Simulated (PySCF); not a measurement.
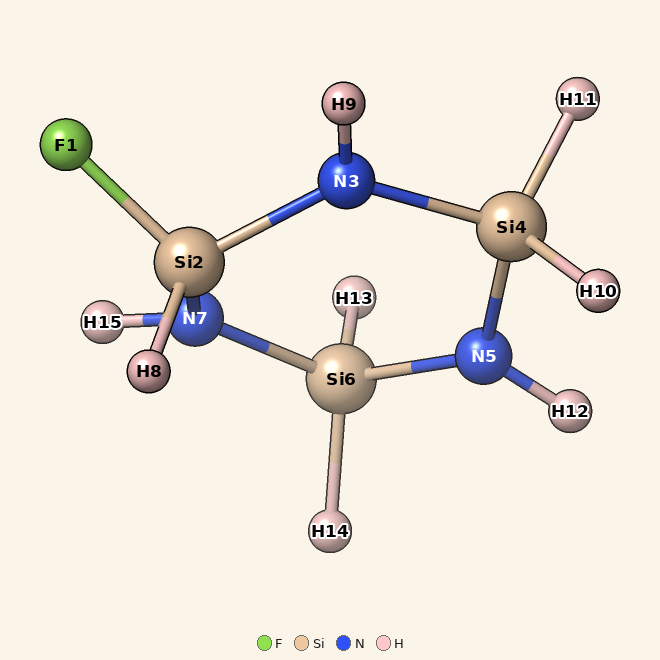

Atoms fade into the background with distance from the viewer. The geometry was computed by an optimisation with GFN2-xTB. No frequency run is at hand to confirm it as a minimum.

### What is the conformation of the ring Si2–N3–Si4–N5–Si6–N7?

It is a boat (Cremer–Pople θ = 86°, folded into 0 to 90°). The Cremer–Pople amplitude Q is 0.49 Å.

### Give the torsion angles round the ring, beginning with the bond from its second to its third atom.

8°, 31°, −32°, −6°, 35°, −36°.
